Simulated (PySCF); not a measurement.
## What a change does: NMR shielding calculation on C5H13PSi2

System: C5H13PSi2, SMILES CP1CCC([SiH3])=C1[SiH3].
Method of run 1: GIAO PBE0/pcSseg-1 NMR shielding, non-relativistic, IEF-PCM acetonitrile (PySCF 2.14.0).

The geometry comes from this level: PBE0-D3(BJ)/def2-SVP. Text and figures count atoms from 1; the logs count them from 0 in places.

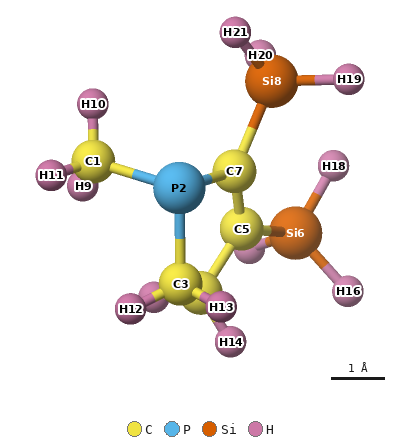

**Figure 1.** The structure (ball-and-stick view, seen at a tilt; atoms are numbered from 1 in the order of the input).

**The input, run 1**
```
{"job": {"kind": "nmr", "xc": "PBE0", "basis": "pcSseg-1", "solvent": "acetonitrile", "pop": true}, "charge": 0, "multiplicity": 1}
C      1.961110     1.558595     0.936449
P      1.179384     1.425577    -0.744375
C      1.681566    -0.296077    -1.256171
C      0.754363    -1.285629    -0.550493
C     -0.538148    -0.569534    -0.212652
Si    -2.060057    -1.586398     0.214302
C     -0.477814     0.783554    -0.219131
Si    -1.821402     2.013265     0.238762
H      1.841524     0.644227     1.537429
H      1.496218     2.397629     1.476499
H      3.031887     1.787396     0.824570
H      2.749720    -0.478287    -1.063452
H      1.535704    -0.348404    -2.346939
H      0.579753    -2.187241    -1.161999
H      1.196838    -1.654669     0.394325
H     -2.379420    -2.511642    -0.917100
H     -1.795010    -2.422737     1.426765
H     -3.233660    -0.701376     0.468552
H     -2.867142     2.105808    -0.825877
H     -2.486158     1.656234     1.529032
H     -1.182486     3.355293     0.395447
```

The first line tells a small driver script what to run in PySCF; the rest is the geometry in Å.

Command:
```bash
OMP_NUM_THREADS=1 python <driver script> task.json out
```

Hardware: 1 CPU thread, shared host.

**Output (run 1)**
```
coarse grid: 18368 points
cycle   1  E = -1117.9040606897  dE =  5.142e-01  |g| = 4.006e-01  |ddm| = 4.202e+00
cycle   2  E = -1117.8877335770  dE =  1.633e-02  |g| = 4.693e-01  |ddm| = 8.955e-01
cycle   3  E = -1117.9459302427  dE = -5.820e-02  |g| = 5.062e-02  |ddm| = 5.130e-01
cycle   4  E = -1117.9464002025  dE = -4.700e-04  |g| = 2.914e-02  |ddm| = 9.143e-02
cycle   5  E = -1117.9466068778  dE = -2.067e-04  |g| = 8.825e-03  |ddm| = 3.443e-02
cycle   6  E = -1117.9466242879  dE = -1.741e-05  |g| = 3.199e-03  |ddm| = 1.111e-02
cycle   7  E = -1117.9466269895  dE = -2.702e-06  |g| = 4.176e-04  |ddm| = 3.467e-03
final grid: 161656 points
cycle   8  E = -1117.9950920685  dE = -2.723e-05  |g| = 7.903e-03  |ddm| = 3.336e-02
cycle   9  E = -1117.9950821591  dE =  9.909e-06  |g| = 1.001e-02  |ddm| = 1.653e-02
cycle  10  E = -1117.9951084947  dE = -2.634e-05  |g| = 5.391e-04  |ddm| = 9.680e-03
cycle  11  E = -1117.9951085476  dE = -5.298e-08  |g| = 2.305e-04  |ddm| = 8.136e-04
cycle  12  E = -1117.9951085614  dE = -1.376e-08  |g| = 5.168e-05  |ddm| = 2.656e-04
cycle  13  E = -1117.9951085619  dE = -4.975e-10  |g| = 2.805e-05  |ddm| = 7.970e-05
converged SCF energy = -1117.9951085619

GIAO shielding tensors (ppm)
atom      isotropic    diamagn.    paramagn.     s11        s22        s33       span
  0 C      173.041     252.988     -79.947    157.303    175.147    186.674     29.371
  1 P      310.690     967.671    -656.981    194.920    313.453    423.697    228.778
  2 C      157.547     254.038     -96.491    136.308    164.782    171.550     35.242
  3 C      138.244     249.589    -111.344    100.872    137.430    176.432     75.561
  4 C       11.883     259.129    -247.246    -94.907    -11.618    142.174    237.081
  5 Si     430.041     881.436    -451.395    395.866    427.743    466.515     70.649
  6 C       25.309     265.298    -239.989    -71.900      2.532    145.296    217.196
  7 Si     430.725     881.066    -450.341    401.740    429.401    461.033     59.293
  8 H       30.167      32.326      -2.158     24.924     30.208     35.371     10.447
  9 H       30.230      30.585      -0.355     25.451     28.557     36.681     11.231
 10 H       30.394      29.264       1.130     25.814     26.760     38.608     12.794
 11 H       29.498      30.805      -1.307     25.264     27.062     36.166     10.902
 12 H       29.543      31.412      -1.869     23.694     27.692     37.243     13.549
 13 H       28.220      30.998      -2.778     22.687     28.229     33.743     11.056
 14 H       28.139      31.458      -3.319     24.196     26.978     33.242      9.046
 15 H       27.087      28.896      -1.809     23.682     25.454     32.126      8.443
 16 H       27.038      29.024      -1.986     24.016     25.158     31.940      7.924
 17 H       26.881      29.576      -2.696     22.419     27.648     30.575      8.156
 18 H       26.924      28.791      -1.867     23.721     24.982     32.069      8.348
 19 H       26.882      29.627      -2.745     23.298     25.967     31.380      8.082
 20 H       27.043      29.014      -1.971     22.982     26.878     31.268      8.287
```

The input of run 2 differs as follows (lines with − go, lines with + come):
```diff
-"solvent": "acetonitrile"
-"pop": true
+"solvent": "chloroform"
+"pop": false
```

Predict how the results change.

The total energy of run 2 is 0.8 kcal/mol higher: the change of the electrostatic solvation energy at this fixed geometry, without cavity or dispersion terms. The dipole moment goes from 2.73 to 2.44 D. Of all shieldings, the largest change is that of C7, by −1.2 ppm. The SCF takes 14 iterations against 13.

**Output (run 2)**
```
coarse grid: 18368 points
cycle   1  E = -1117.9026453029  dE =  5.155e-01  |g| = 4.019e-01  |ddm| = 4.203e+00
cycle   2  E = -1117.8847717843  dE =  1.787e-02  |g| = 4.759e-01  |ddm| = 8.905e-01
cycle   3  E = -1117.9445699089  dE = -5.980e-02  |g| = 5.418e-02  |ddm| = 5.354e-01
cycle   4  E = -1117.9451214794  dE = -5.516e-04  |g| = 3.035e-02  |ddm| = 9.735e-02
cycle   5  E = -1117.9453452369  dE = -2.238e-04  |g| = 9.326e-03  |ddm| = 3.677e-02
cycle   6  E = -1117.9453647986  dE = -1.956e-05  |g| = 3.483e-03  |ddm| = 1.195e-02
cycle   7  E = -1117.9453680026  dE = -3.204e-06  |g| = 4.513e-04  |ddm| = 3.763e-03
final grid: 161656 points
cycle   8  E = -1117.9938409807  dE = -2.715e-05  |g| = 7.938e-03  |ddm| = 3.339e-02
cycle   9  E = -1117.9938302962  dE =  1.068e-05  |g| = 1.017e-02  |ddm| = 1.686e-02
cycle  10  E = -1117.9938574893  dE = -2.719e-05  |g| = 5.908e-04  |ddm| = 1.013e-02
cycle  11  E = -1117.9938575553  dE = -6.594e-08  |g| = 2.534e-04  |ddm| = 9.208e-04
cycle  12  E = -1117.9938575718  dE = -1.655e-08  |g| = 6.054e-05  |ddm| = 2.935e-04
cycle  13  E = -1117.9938575725  dE = -6.512e-10  |g| = 3.365e-05  |ddm| = 9.043e-05
cycle  14  E = -1117.9938575728  dE = -2.947e-10  |g| = 6.600e-06  |ddm| = 3.896e-05
converged SCF energy = -1117.9938575728

GIAO shielding tensors (ppm)
atom      isotropic    diamagn.    paramagn.     s11        s22        s33       span
  0 C      172.889     252.957     -80.068    157.155    175.126    186.386     29.230
  1 P      309.819     967.414    -657.596    192.848    314.078    422.531    229.683
  2 C      157.516     253.983     -96.467    136.670    164.533    171.345     34.675
  3 C      138.371     249.617    -111.246    100.849    137.746    176.517     75.668
  4 C       12.988     259.145    -246.157    -93.938     -9.144    142.047    235.985
  5 Si     430.172     881.443    -451.270    395.881    427.917    466.719     70.838
  6 C       24.156     265.255    -241.099    -73.257      0.464    145.263    218.520
  7 Si     430.762     881.035    -450.273    402.070    429.256    460.959     58.889
  8 H       30.222      32.388      -2.165     25.000     30.266     35.401     10.401
  9 H       30.245      30.597      -0.352     25.487     28.586     36.661     11.174
 10 H       30.437      29.308       1.128     25.888     26.815     38.608     12.720
 11 H       29.578      30.870      -1.292     25.389     27.152     36.194     10.804
 12 H       29.558      31.415      -1.858     23.724     27.700     37.248     13.524
 13 H       28.282      31.083      -2.801     22.766     28.305     33.774     11.008
 14 H       28.209      31.572      -3.363     24.290     27.051     33.288      8.998
 15 H       27.086      28.892      -1.807     23.675     25.450     32.131      8.456
 16 H       27.047      29.034      -1.988     24.026     25.168     31.946      7.920
 17 H       26.863      29.546      -2.683     22.398     27.623     30.568      8.169
 18 H       26.903      28.736      -1.833     23.694     24.959     32.055      8.361
 19 H       26.887      29.610      -2.723     23.303     25.981     31.376      8.073
 20 H       27.029      28.964      -1.934     22.967     26.857     31.264      8.296
```

**The two runs side by side**

```csv
quantity,run 1,run 2
outcome,converged,converged
total energy (hartree),−1117.995109,−1117.993858
HOMO (eV),−6.54,−6.51
LUMO (eV),−1.07,−1.08
dipole moment (D),2.73,2.44
shielding of C1 (ppm),173.0,172.9
shielding of P2 (ppm),310.7,309.8
shielding of C4 (ppm),138.2,138.4
shielding of C5 (ppm),11.9,13.0
shielding of Si6 (ppm),430.0,430.2
shielding of C7 (ppm),25.3,24.2
shielding of H12 (ppm),29.5,29.6
SCF iterations,13,14
basis functions,222,222
wall time (shared host),84 s,78 s
```
